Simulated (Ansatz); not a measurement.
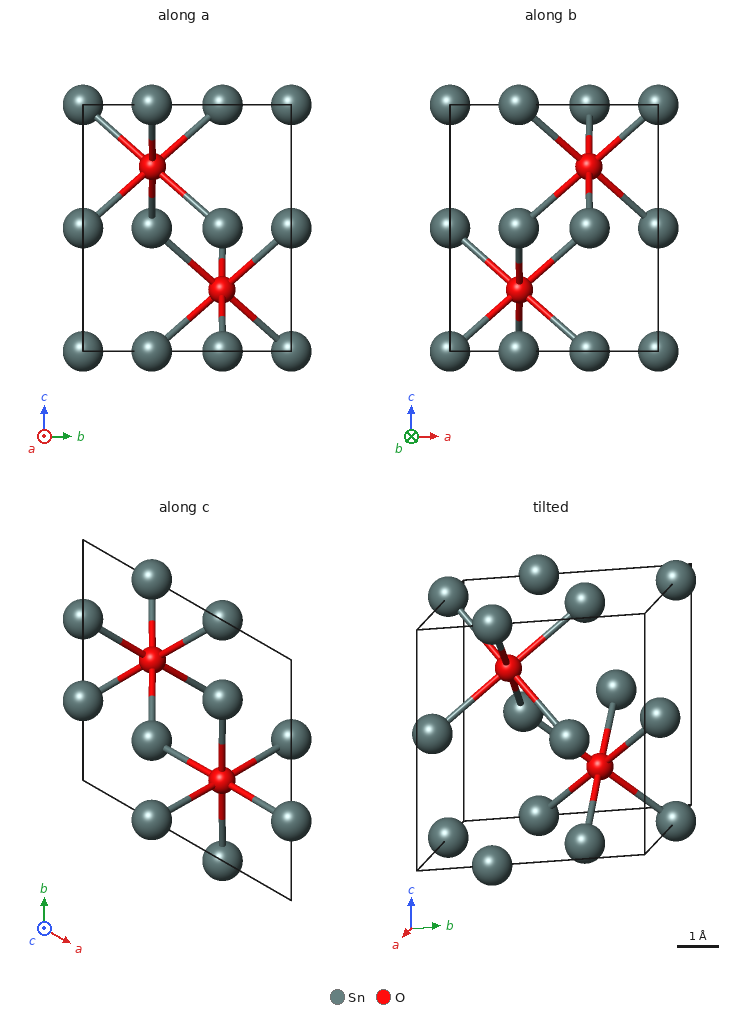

Ball-and-stick representation of a periodic structure, projected along the a axis, along the b axis, along the c axis and slightly off an axis. The parallelepiped is the conventional unit cell.

Lattice parameters: a = 5.8693 Å, b = 5.8693 Å, c = 6.0146 Å, α = 90.000°, β = 90.000°, γ = 120.000°.

**Express the structure as a CIF in P1 with every atom of the cell, with free fractional coordinates to two decimals.**

```cif
data_structure
_symmetry_space_group_name_H-M 'P 1'
_symmetry_Int_Tables_number 1
_cell_length_a 5.8693
_cell_length_b 5.8693
_cell_length_c 6.0146
_cell_angle_alpha 90.000
_cell_angle_beta 90.000
_cell_angle_gamma 120.000
_cell_volume 179.44
loop_
_atom_site_label
_atom_site_type_symbol
_atom_site_fract_x
_atom_site_fract_y
_atom_site_fract_z
_atom_site_occupancy
Sn1 Sn 0.33 0.00 0.00 1
Sn2 Sn 0.33 0.33 0.50 1
Sn3 Sn 0.00 0.33 0.00 1
Sn4 Sn 0.67 0.00 0.50 1
Sn5 Sn 0.67 0.67 0.00 1
Sn6 Sn 0.00 0.67 0.50 1
O1 O 0.3333 0.6667 0.25 1
O2 O 0.6667 0.3333 0.75 1
```

Provenance: a structure type filled with these elements by a generator (whether the compound takes this form wasn't checked). It was relaxed at fixed volume with DFT PBE, scalar-relativistic, plane waves, PAW (Ansatz 0.2.0).
